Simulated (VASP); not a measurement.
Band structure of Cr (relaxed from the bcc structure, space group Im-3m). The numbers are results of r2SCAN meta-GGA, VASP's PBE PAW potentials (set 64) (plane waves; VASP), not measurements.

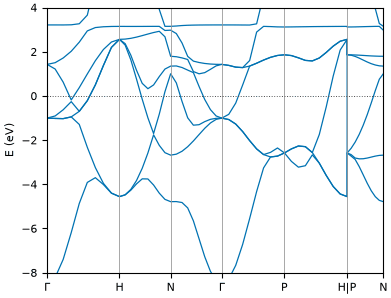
*Bands along high-symmetry lines, zero at the valence-band maximum or, without a gap, the Fermi level*

**Question.** Read the plot: is there a gap, and where are the band edges?

**Answer.** It has no gap at this level: it comes out as a metal or semimetal.

The structure was generated: Cr was put into the bcc type (Im-3m), which need not be its known phase. It was relaxed first, which changed the volume by -5 %. The run is not spin-polarised, so no magnetic state was tried.
